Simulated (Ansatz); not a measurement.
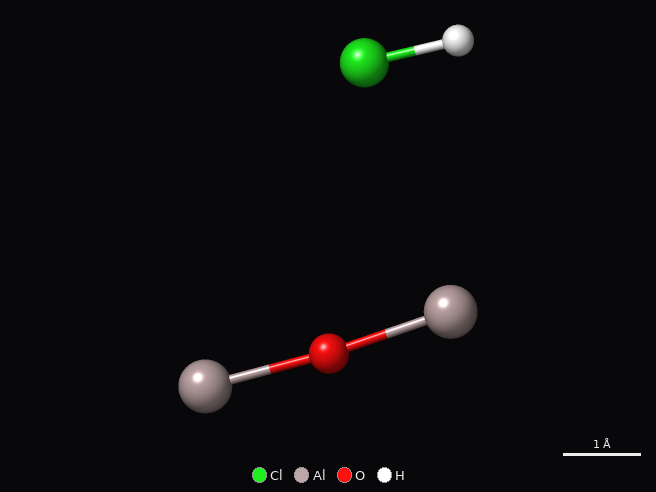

Starting geometry of the run.

Ansatz 0.2.0 input:

```yaml
crystal:
  periodic: [false, false, false]
  atoms:
    - {symbol: Cl, position_ang: [1.476285, 0.946973, -1.296182]}
    - {symbol: Al, position_ang: [-1.079613, 0.570101, 1.113780]}
    - {symbol: O, position_ang: [-1.016356, -1.109638, 0.829210]}
    - {symbol: Al, position_ang: [-0.864500, -2.764450, 0.462946]}
    - {symbol: H, position_ang: [1.337594, 2.184061, -0.997860]}
basis:
  gaussian: {orbitals: def2-TZVPP}
hamiltonian: {xc: r2scan, dispersion: d4}
```

It was started with:

```sh
ansatz run in.yaml --threads 2 --pin off --events-out ev --progress --plain --max-ram 4352MiB
```

What the program printed:

```
Functional definition: r2SCAN
  name "r2SCAN"
  cite "Furness, Kaplan, Ning, Perdew & Sun, J. Phys. Chem. Lett. 11, 8208 (2020) doi:10.1021/acs.jpclett.0c02405"
  cite "Furness, Kaplan, Ning, Perdew & Sun, J. Phys. Chem. Lett. 11, 9248 (2020) doi:10.1021/acs.jpclett.0c03077"
  parent r2scan
  parameter k0 = 0.174
  parameter k1 = 0.065
  parameter a1 = 4.9479
  exchange = r2scan_x(k0 = k0, k1 = k1, a1 = a1)
  correlation = r2scan_c
1042 factors; their error is unknown
mean field evaluation 1: about -27770.6238 eV, gradient 7.4e1 eV
mean field evaluation 2: about -27653.0698 eV, gradient 1.9e2 eV
mean field evaluation 4: about -27780.1424 eV, gradient 8.1e0 eV
mean field evaluation 8: about -27780.2723 eV, gradient 2.0e-1 eV
mean field evaluation 16: about -27780.2584 eV, gradient 7.1e-5 eV
mean field -27780.25843212 eV, -1020.9056672449 hartree, gradient 7.1e-5 eV, S^2 0.000000; 0 other end points of the search recorded, 0 dependent functions left out
reference -27780.25844347 eV, -1020.9056676619 hartree; 26, 26 occupied and 145, 145 virtual orbitals, 1042 factors
Total energy: -27780.29708317 eV, -1020.9070876447 hartree
```
